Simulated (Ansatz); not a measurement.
# How many bands does the GW gap of MoSeS (2H monolayer) need?

Wanted: a G0W0 gap for MoSeS (2H monolayer) that is converged in bands and cutoff, or an estimate of the limit.

Program: Ansatz 0.2.0. Level of theory: G0W0 on LDA, plane waves, PAW; PAW set soft_1. Results are calculated unless marked as measured.

## (1) Set-up

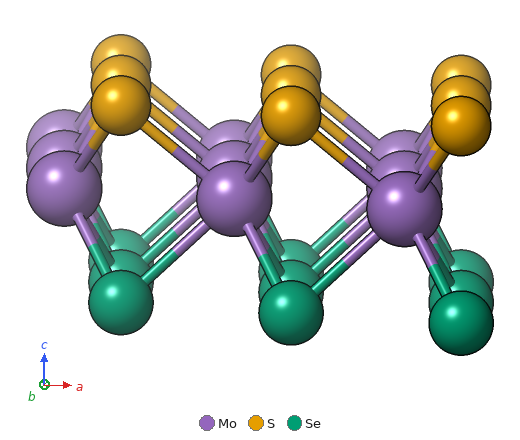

The starting structure, seen nearly edge on (molybdenum purple, sulfur orange, selenium teal). 3×3×1 cells are drawn.

The cell holds 3 atoms: 1 Mo, 1 S and 1 Se. Cell: a = 3.181 Å, b = 3.181 Å, c = 29.600 Å, α = 90.0°, β = 90.0°, γ = 120.0°. It derives from Mo1S1Se1. Vacuum lies along c.

The structure was relaxed with LDA. The runs that relaxed it are not among those shown. The Coulomb interaction is cut off across the vacuum.

## (2) 154 empty bands, screening to 41 eV

Now the one-shot GW correction: screening in the RPA, then the self-energy of the levels asked for. This step takes PAW set soft_1 files.

Input file input.yaml:

```yaml
crystal:
  lattice:
    - [3.1812611196, 0.0, 0.0]
    - [-1.5906305598, 2.7550529456, 0.0]
    - [0.0, 0.0, 29.6]
  atoms:
    - { symbol: Mo, position: [0.3333333333, 0.6666666667, 0.502891074] }
    - { symbol: S, position: [0.6666666667, 0.3333333333, 0.5542045158] }
    - { symbol: Se, position: [0.6666666667, 0.3333333333, 0.4457954842] }
  periodic: [true, true, false]
kpoints:
  mp_grid: { grid: [9, 9, 1] }
hamiltonian:
  xc: lda
  pseudopotentials: { kind: paw, azcp: { folder: soft_1 }, xc_functional: pbe }
scf:
  occupations: { method: fixed }
gw:
  n_empty_bands: 154
  ecut_chi: 41
  qp_bands: [v2, c2]
  qp_kpoints: band_edges
  screening: { model: contour_deformation }
```

Started as:

```sh
$ ansatz run input.yaml --threads 2 --pin off --max-ram 92160MiB --backend cuda --events-out ev --progress --plain --runs-dir out --devices 1 --max-vram 13GiB
```

Numbers of over 12 decimals in the logs are rounded to 6 here.

What it wrote:

```text
GPUs: using 1 of 1 available (devices: 1).
Engine: ansatz 0.2.0, x86_64-unknown-linux-gnu
Pseudopotentials: kind: paw
Pseudopotential: Mo, paw, valence charge 14, recommended cutoff 420 eV (normal), soft_1/Mo.paw.azcp
Pseudopotential: S, paw, valence charge 6, recommended cutoff 420 eV (normal), soft_1/S.paw.azcp
Pseudopotential: Se, paw, valence charge 16, recommended cutoff 420 eV (normal), soft_1/Se.paw.azcp
Functional definition: SPW92
  exchange = slater_x
  correlation = pw_c
device memory: the entry about to start is reckoned to put 1.3 GiB on a device that reports 37.5 GiB free (of which the cap on the GPU budget leaves the run 13.0 GiB)
GPU FFT provider: cuFFT
GPU libraries: cuBLAS 13.8.2, cuFFT 12.4.0, cuSOLVER 12.3.4
Crystal: 3 atoms, lattice volume = 259.430 Å³
Basis set: ecut = 420 eV, 5079 PW (Γ)
Bands: 22, of which v1, the nominal top of the filled ones, is band 18 counted from 1 (17 counted from 0)
Symmetry: 6 space group operations
Space group: P3m1 (ITA 156), of the structure as read, at distance tolerance 6.4e-5 Å
k-points: 12 of 81 (time reversal used)
Non-local potential: Mo, projectors of the file, l = 0: 3, l = 1: 2, l = 2: 2, l = 3: 1
Non-local potential: S, projectors of the file, l = 0: 2, l = 1: 2, l = 2: 1
Non-local potential: Se, projectors of the file, l = 0: 2, l = 1: 2, l = 2: 3, l = 3: 1
PAW form: soft (Blöchl's): semilocal exchange-correlation on the pseudo side does not see the compensation charge
PAW frozen core: Mo, regenerated for the run's functional, and the local potential with it (the file was generated under x = pbe(κ = 0.804, μ = 0.219515), c = pbe(β = 0.066725))
PAW frozen core: S, regenerated for the run's functional, and the local potential with it (the file was generated under x = pbe(κ = 0.804, μ = 0.219515), c = pbe(β = 0.066725))
PAW frozen core: Se, regenerated for the run's functional, and the local potential with it (the file was generated under x = pbe(κ = 0.804, μ = 0.219515), c = pbe(β = 0.066725))
PAW one-centre angular grid: Mo, 590 points (default); XC on 64 Gauss nodes
PAW one-centre angular grid: S, 110 points (default); XC on 64 Gauss nodes
PAW one-centre angular grid: Se, 590 points (default); XC on 64 Gauss nodes
Initial density: superposition of atomic densities (neutral atoms: chi_scale 0, normalization atom)
Initial wavefunctions: pseudopotential atomic-orbital guess
GPU buffer pool allocated for 115200 grid points (all kernels)
GPU transforms: local potential and band sums: pruned to the plane-wave sphere, on 24×24×200
Functional: x = slater, c = lda
SCF iter   1: F=—  HF=-11099.381660 eV  |F-HF|=—  |Δ(HF+E_count)|=         —  Δρ=3.60e-2  dr2=4.90e0  ethr=3.10e-3  ⟨swp⟩=7.0  Hψ=1522  notcnv=0  defer=19
preconditioner: auto → Resta (q_TF=auto, 1.963 Å⁻¹)  ε∞=2.2  [insulator: Δε(μ)=1.837 eV  Ē_g=8.814 eV  n_scr=18 (ndim 8)  ℏωp=9.8 eV  f_vac=0.757  ε∞_Penn≈2.2  vacuum switching on, ρ_ref=5.6e-3 e/Å³]
SCF iter   2: F=—  HF=-11098.800501 eV  |F-HF|=—  |Δ(HF+E_count)|=   5.81e-1  Δρ=2.46e-2  dr2=5.03e0  ethr=3.10e-3  ⟨swp⟩=4.5  Hψ=817  notcnv=0  defer=22
SCF iter   3: F=—  HF=-11098.181687 eV  |F-HF|=—  |Δ(HF+E_count)|=   6.19e-1  Δρ=1.04e-2  dr2=2.68e-1  ethr=3.10e-3  ⟨swp⟩=4.8  Hψ=689  notcnv=0  defer=23
SCF iter   4: F=—  HF=-11098.117594 eV  |F-HF|=—  |Δ(HF+E_count)|=   6.41e-2  Δρ=2.65e-3  dr2=1.17e-2  ethr=7.44e-4  ⟨swp⟩=3.2  Hψ=563  notcnv=0  defer=23
SCF iter   5: F=—  HF=-11098.116192 eV  |F-HF|=—  |Δ(HF+E_count)|=   1.40e-3  Δρ=5.07e-4  dr2=6.44e-4  ethr=3.25e-5  ⟨swp⟩=3.8  Hψ=621  notcnv=0  defer=24
SCF iter   6: F=—  HF=-11098.116174 eV  |F-HF|=—  |Δ(HF+E_count)|=   1.73e-5  Δρ=1.36e-4  dr2=8.00e-5  ethr=1.79e-6  ⟨swp⟩=3.2  Hψ=593  notcnv=0  defer=24
SCF iter   7: F=—  HF=-11098.116171 eV  |F-HF|=—  |Δ(HF+E_count)|=   3.31e-6  Δρ=8.21e-5  dr2=1.49e-4  ethr=2.22e-7  ⟨swp⟩=3.3  Hψ=554  notcnv=0  defer=24
SCF iter   8: F=—  HF=-11098.116164 eV  |F-HF|=—  |Δ(HF+E_count)|=   7.27e-6  Δρ=3.91e-5  dr2=2.36e-5  ethr=2.22e-7  ⟨swp⟩=2.9  Hψ=390  notcnv=0  defer=24
SCF iter   9: F=—  HF=-11098.116164 eV  |F-HF|=—  |Δ(HF+E_count)|=   2.51e-7  Δρ=1.89e-5  dr2=5.48e-6  ethr=6.56e-8  ⟨swp⟩=1.8  Hψ=319  notcnv=0  defer=24
SCF iter  10: F=—  HF=-11098.116164 eV  |F-HF|=—  |Δ(HF+E_count)|=   1.88e-7  Δρ=5.49e-6  dr2=3.08e-7  ethr=1.52e-8  ⟨swp⟩=2.5  Hψ=383  notcnv=0  defer=24
SCF iter  11: F=-11098.116164 eV  HF=-11098.116164 eV  |F-HF|=9.84e-9  |Δ(HF+E_count)|=   1.07e-7  Δρ=1.47e-6  dr2=1.38e-8  ethr=2.78e-10  ⟨swp⟩=12.9  Hψ=1630  notcnv=0
SCF 1 converged in 11 iterations: F = -11098.116164 eV  dr2 = 1.38e-8
  greatest PAW one-centre occupation: 1.000 electrons in one spin orbital (limit 2), on the Se atom at site 2 (counted from 0), in its partial waves of l = 2
device memory: the entry about to start is reckoned to put 1.5 GiB (of the 1.6 GiB reckoned in all, the device holds 0.1 GiB already) on a device that reports 36.2 GiB free (of which the cap on the GPU budget leaves the run 12.9 GiB)
NSCF: frozen V_eff on 12 k-points, pencils in batches of 32, up to order 88
the band table was solved once the SCF had ended and its energy, with any forces and stress, was formed, with the checks that follow a solve (2086 applications of the Hamiltonian). They found nothing against the state; the energy, forces and stress were not computed again (output.eigenvalues in the input reference)
device memory: the entry about to start is reckoned to put 3.1 GiB on a device that reports 37.8 GiB free (of which the cap on the GPU budget leaves the run 13.0 GiB)
NSCF: frozen V_eff on 12 k-points
G₀W₀ screening: q 1/12
[... further progress lines ...]
device memory: the entry about to start is reckoned to put 0.7 GiB on a device that reports 46.8 GiB free (of which the cap on the GPU budget leaves the run 13.0 GiB)
NSCF: frozen V_eff on 1 k-points
SCF converged after 11 iterations
Free energy (F): -11098.116164 eV
Harris-Foulkes:  -11098.116164 eV  (|F-HF|=9.84e-9)
Internal energy: -11098.116164 eV  (E = F + TS)
E sigma→0 (E₀):  -11098.116164 eV
Fermi energy:    -5.884617 eV
--- Per-component energies (eV) ---
  E_band       = -1106.871643
  E_kinetic    = 642.976169
  E_local      = -82894.500195  (includes V_loc(G=0)·N_el)
  E_nonlocal   = -161.333230
  E_hartree    = 41034.118611
  E_xc         = -349.519011
  E_vxc        = -394.608768  (∫ρ·V_xc dr)
  E_paw        = -5722.577255  (= ΣΔE_a)
  E_vpaw       = -367.623673  (= ΣTr[D̂ρ^β])
  E_aug_tail   = -0.000324  (compensation charges beyond the density's cutoff)
  E_ewald      = 36349.875698
  E_core_change = 2.843373  (= ΣΔE_core)
  E_smearing   = -0.000000  (= −TS)
  E_closure    = 0.000000  (closes the sum)
  Σ components = -11098.116164   (vs F -11098.116164, Δ=0.00e0)
--- Band table (eV; the first three rows and the last of 12) ---
  k-point 0: bands = [... 14 lower, -7.9106, -7.0345, -7.0345, -5.9821, -2.8570, -2.8570, -2.4851, -2.4851]
  k-point 1: bands = [... 14 lower, -8.2141, -7.2726, -6.9346, -6.0283, -3.2394, -3.0868, -2.7991, -2.5058]
  k-point 2: bands = [... 14 lower, -8.1839, -7.3735, -7.1873, -6.4320, -3.8824, -3.2586, -3.0312, -1.9947]
  k-point 11: bands = [... 14 lower, -9.3459, -8.8654, -8.0127, -5.8846, -4.1292, -3.0268, -2.3168, -0.8976]
--- G₀W₀: contour deformation, 6 samples at zero and on the imaginary axis and 2 off it, 81 q-points, 154 empty bands' worth ---
  eigenvalues of the whole cell's RPA ε∞ on this k-mesh (on a slab, of 1 + 4πα/V) = 1.1747, 4.1377, 4.1377; static W/v taken at q = 0 is 0.457373
  bands read: the sum over 172 bands ends inside a degenerate multiplet in 1 slot, whose members it reads at an even weight; the widest, k=0: bands 172 to 173 (counted from 1) at 1/2 each
  gw.qp_kpoints: band_edges: 12 of 12 stored k-points solved, in 1 pass; an edge of the gap read off the rows below is read off those points alone
    ik  band        ε_KS         Σx   Σc(E_QP)       V_xc       Z   E_QP_lin       E_QP  E_QP is
     0    17     -7.0345   -20.3110     1.5427   -19.2656  0.7298    -6.5424    -6.5371  root
     0    18     -5.9821   -18.3597     1.1785   -17.5338  0.7274    -5.6321    -5.6295  root
     0    19     -2.8570   -13.8025    -3.7100   -18.6884  0.7267    -1.6247    -1.6811  root
     0    20     -2.8570   -13.8025    -3.7100   -18.6884  0.7267    -1.6247    -1.6811  root
     1    17     -6.9346   -18.6617     1.8352   -17.0566  0.7364    -6.7057    -6.7045  root
     1    18     -6.0283   -18.6813     1.2703   -17.7757  0.7269    -5.6664    -5.6636  root
     1    19     -3.2394   -13.4881    -3.5313   -18.1719  0.7353    -2.0325    -2.0869  root
     1    20     -3.0868   -13.5806    -3.7357   -18.4656  0.7281    -1.8852    -1.9375  root
     2    17     -7.1873   -17.9130     2.1869   -15.7898  0.7321    -7.1238    -7.1236  root
     2    18     -6.4320   -19.0268     1.5032   -17.8882  0.7223    -6.0705    -6.0675  root
     2    19     -3.8824   -13.2151    -3.4527   -17.7753  0.7366    -2.7325    -2.7749  root
     2    20     -3.2586   -14.4256    -3.5454   -19.1291  0.7228    -2.0433    -2.1004  root
     3    17     -6.8865   -19.4165     1.9467   -17.7825  0.7304    -6.5761    -6.5738  root
     3    18     -6.8413   -18.6999     1.6225   -17.4025  0.7186    -6.5189    -6.5162  root
     3    19     -3.7282   -13.8854    -3.7363   -18.7782  0.7275    -2.5211    -2.5718  root
     3    20     -3.5714   -15.3630    -3.6790   -20.2865  0.7224    -2.2648    -2.3269  root
     4    17     -6.5958   -18.0813     1.5357   -16.7887  0.7300    -6.3541    -6.3527  root
     4    18     -6.5449   -18.7495     1.9462   -17.0362  0.7388    -6.3132    -6.3120  root
     4    19     -3.5937   -16.4713    -3.9839   -21.7972  0.7163    -2.1758    -2.2517  root
     4    20     -3.2860   -14.9207    -4.1919   -20.3313  0.7126    -1.9923    -2.0673  root
     5    17     -6.8336   -18.4232     1.8888   -16.7191  0.7375    -6.6497    -6.6489  root
     5    18     -6.2204   -19.0309     1.5017   -17.8833  0.7256    -5.8690    -5.8663  root
     5    19     -3.8180   -13.2605    -3.3955   -17.7735  0.7385    -2.6568    -2.7005  root
     5    20     -3.2946   -13.7435    -3.8352   -18.7894  0.7354    -2.0311    -2.0839  root
[...]
10    17     -7.7492   -19.2165     2.6813   -16.6322  0.7089    -7.6524    -7.6521  root
    10    18     -6.1330   -19.0075     0.9794   -18.5134  0.7286    -5.6521    -5.6476  root
    10    19     -3.8217   -15.7449    -3.5924   -20.5852  0.7225    -2.5132    -2.5738  root
    10    20     -2.8925   -14.1329    -4.1449   -19.4888  0.7203    -1.6107    -1.6815  root
    11    17     -8.0127   -19.8223     2.8216   -17.1409  0.6962    -7.8733    -7.8725  root
    11    18     -5.8846   -19.0466     0.6927   -18.8929  0.7300    -5.3504    -5.3456  root
    11    19     -4.1292   -16.0517    -3.3872   -20.7122  0.7269    -2.8015    -2.8560  root
    11    20     -3.0268   -12.8240    -3.9816   -17.9770  0.7329    -1.8032    -1.8554  root
```

Run time: 20 s. Hardware: 1 × NVIDIA H100 80GB HBM3 (shared by 6 runs) with 2 threads of AMD EPYC 7R13 (Zen 3), shared host; peak memory 1.3 GiB.

Numbers from this step:

```
bands summed                                 : 172
plane waves in the screening matrix          : 169
q-points in the mesh                         : 81
G0W0 gap on the mesh                         : 2.395 eV
k of the valence top                         : 0.3333, 0.3333, 0
k of the conduction bottom                   : 0.1111, 0.2222, 0
starting gap on the mesh                     : 1.755 eV
Z at the valence top                         : 0.7300
Z at the conduction bottom                   : 0.7369
least direct G0W0 gap on the computed points : 2.490 eV
```

The gap on the mesh goes from 1.76 eV to 2.40 eV, a correction of +0.64 eV, though a band edge has moved to another state.

## (3) 382 empty bands, screening to 75 eV

Another rung: the empty bands reach about as high as the screening cutoff, so the two stay in balance.

input.yaml: that of step 2 with these lines changed.

```diff
@@ -17,5 +17,6 @@
   occupations: { method: fixed }
+  convergence: { dr2_threshold: 1.0e-10 }
 gw:
-  n_empty_bands: 154
-  ecut_chi: 41
+  n_empty_bands: 382
+  ecut_chi: 75.0
   qp_bands: [v2, c2]
```

What it wrote:

```text
GPUs: using 1 of 1 available (devices: 1).
[...]
GPU FFT provider: cuFFT
GPU libraries: cuBLAS 13.8.2, cuFFT 12.4.0, cuSOLVER 12.3.4
Crystal: 3 atoms, lattice volume = 259.430 Å³
Basis set: ecut = 420 eV, 5079 PW (Γ)
Bands: 22, of which v1, the nominal top of the filled ones, is band 18 counted from 1 (17 counted from 0)
Symmetry: 6 space group operations
[...]
k-points: 12 of 81 (time reversal used)
[...]
GPU buffer pool allocated for 115200 grid points (all kernels)
[...]
SCF iter   1: F=—  HF=-11099.381660 eV  |F-HF|=—  |Δ(HF+E_count)|=         —  Δρ=3.60e-2  dr2=4.90e0  ethr=3.10e-3  ⟨swp⟩=7.0  Hψ=1522  notcnv=0  defer=19
[...]
SCF iter  14: F=-11098.116164 eV  HF=-11098.116164 eV  |F-HF|=5.28e-11  |Δ(HF+E_count)|=  1.96e-10  Δρ=4.28e-8  dr2=1.20e-11  ethr=1.00e-12  ⟨swp⟩=11.4  Hψ=1583  notcnv=0
SCF 1 converged in 14 iterations: F = -11098.116164 eV  dr2 = 1.20e-11
[...]
NSCF: frozen V_eff on 12 k-points, pencils in batches of 32, up to order 88
[...]
NSCF: frozen V_eff on 12 k-points
G₀W₀ screening: q 1/12
[... further progress lines ...]
[...]
SCF converged after 14 iterations
Free energy (F): -11098.116164 eV
[...]
Internal energy: -11098.116164 eV  (E = F + TS)
E sigma→0 (E₀):  -11098.116164 eV
Fermi energy:    -5.884358 eV
[...]
--- Band table (eV; the first three rows and the last of 12) ---
  k-point 0: bands = [... 14 lower, -7.9103, -7.0342, -7.0342, -5.9818, -2.8567, -2.8567, -2.4849, -2.4849]
  k-point 1: bands = [... 14 lower, -8.2138, -7.2723, -6.9344, -6.0281, -3.2392, -3.0865, -2.7989, -2.5055]
  k-point 2: bands = [... 14 lower, -8.1837, -7.3732, -7.1870, -6.4318, -3.8822, -3.2583, -3.0309, -1.9944]
  k-point 11: bands = [... 14 lower, -9.3457, -8.8652, -8.0124, -5.8844, -4.1290, -3.0266, -2.3165, -0.8974]
[...]
0    17     -7.0342   -20.3110     1.2042   -19.2656  0.7230    -6.8760    -6.8754  root
     0    18     -5.9818   -18.3597     0.8843   -17.5338  0.7207    -5.9235    -5.9234  root
     0    19     -2.8567   -13.8025    -4.0352   -18.6884  0.7190    -1.9802    -2.0060  root
     0    20     -2.8567   -13.8025    -4.0352   -18.6884  0.7190    -1.9802    -2.0060  root
     1    17     -6.9344   -18.6617     1.5256   -17.0566  0.7302    -7.0140    -7.0138  root
     1    18     -6.0281   -18.6813     0.9677   -17.7757  0.7199    -5.9660    -5.9659  root
     1    19     -3.2392   -13.4881    -3.8391   -18.1719  0.7288    -2.3694    -2.3945  root
     1    20     -3.0865   -13.5807    -4.0409   -18.4656  0.7207    -2.2172    -2.2424  root
[...]
11    17     -8.0124   -19.8223     2.5384   -17.1409  0.6888    -8.1563    -8.1555  root
    11    18     -5.8844   -19.0466     0.3705   -18.8929  0.7235    -5.6684    -5.6675  root
    11    19     -4.1290   -16.0517    -3.7233   -20.7122  0.7192    -3.1670    -3.1918  root
    11    20     -3.0266   -12.8239    -4.2582   -17.9770  0.7270    -2.1040    -2.1317  root
```

Run time: 91 s. Hardware: 1 × NVIDIA H100 80GB HBM3 (shared by 6 runs) with 2 threads; peak memory 1.9 GiB; 2.7 min of CPU time.

Numbers from this step:

| Quantity | Value |
| --- | --- |
| bands summed | 400 |
| plane waves in the screening matrix | 365 |
| q-points in the mesh | 81 |
| G0W0 gap on the mesh | 2.431 eV |
| k of the valence top | 0.3333, 0.3333, 0 |
| k of the conduction bottom | 0.1111, 0.2222, 0 |
| starting gap on the mesh | 1.755 eV |
| Z at the valence top | 0.7235 |
| Z at the conduction bottom | 0.7306 |
| least direct G0W0 gap on the computed points | 2.476 eV |

Against the run with 9×9×1 mesh, 154 empty bands, screening to 41 eV, PAW set soft_1 files, the gap moves by +0.04 eV.

## (4) Convergence and cost

Times are wall times on 1 × NVIDIA H100 80GB HBM3 (shared by 6 runs) with 2 threads of AMD EPYC 7R13 (Zen 3), shared host, good to a factor of about two.

```tsv
mesh	files	frequency	bands summed	cutoff (eV)	start (eV)	G0W0 (eV)	time	host memory (GiB)
9×9×1	PAW set soft_1	contour deformation	172	41	1.755	2.395	20 s	1.3
9×9×1	PAW set soft_1	contour deformation	400	75	1.755	2.431	91 s	1.9
```

How the two edges are built up, in eV (the quasiparticle level is the starting level plus Σx plus Σc less Vxc):

```tsv
run	edge	start	Σx	Σc	Vxc	Z	QP
172 bands	valence top	-5.88	-19.05	0.69	-18.89	0.73	-5.35
172 bands	conduction bottom	-4.06	-13.47	-3.37	-17.95	0.74	-2.95
400 bands	valence top	-5.88	-19.05	0.37	-18.89	0.72	-5.67
400 bands	conduction bottom	-4.06	-13.47	-3.65	-17.95	0.73	-3.24
```

 Where G0W0 reorders the edges (172 bands and 400 bands), the two states listed lie further apart at the start than the starting gap.

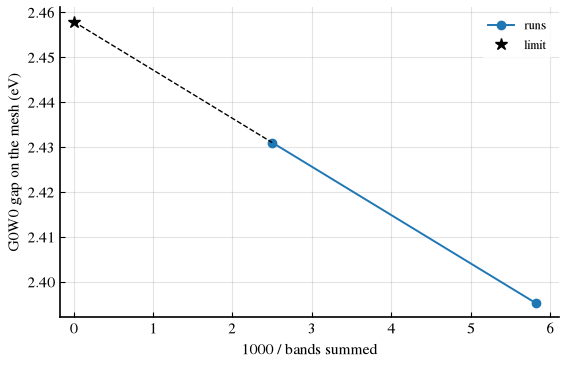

The gap against one over the number of bands; the dashed line carries the two highest rungs to the limit.

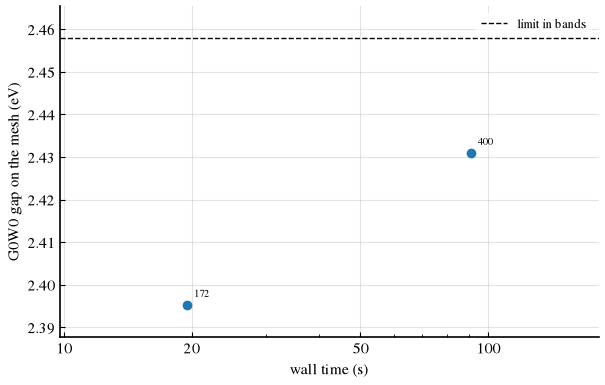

Result against wall time.

## (5) Summary of results

```json
{
 "172 bands, 41 eV": "2.395 eV",
 "400 bands, 75 eV": "2.431 eV",
 "estimated limit in bands and cutoff": "2.46 eV",
 "mesh and start": "9×9×1, LDA"
}
```

A line in one over the bands through the two rungs gives 2.46 eV, +0.03 eV from the top rung; with two points alone it is an unchecked estimate. The rungs stand 0.06 eV (172 bands) and 0.03 eV (400 bands) from it. From 172 to 400 bands the gap moves by +0.04 eV while the time grows 4.7-fold. Σc changes by −0.32 eV at the valence top and −0.29 eV at the conduction bottom, so the levels themselves move more than the gap between them. The mesh in the plane is coarse for a sheet; gap and any exciton binding can still move on denser ones. The many-body steps are scalar-relativistic: spin-orbit coupling is not in them.

[Paths, hosts, dates, memory and timing lines, banners, echoed tables and standing remarks are left out of the program output.]

[Logs are printed without paths, hosts, clocks, repeated set-up lines and the standing remarks that a program may print on its own settings, such as how far it seeks lower states.]

[Runs of the session that timed out or met a known fault of the program may be left out.]

[Cells called generated may have been cut or substituted from an entry of the Crystallography Open Database or the Materials Project.]

[Hosts, paths, dates, database ids (printed as entryN), source tags and the programs' standing remarks are cut or masked in the printed files.]
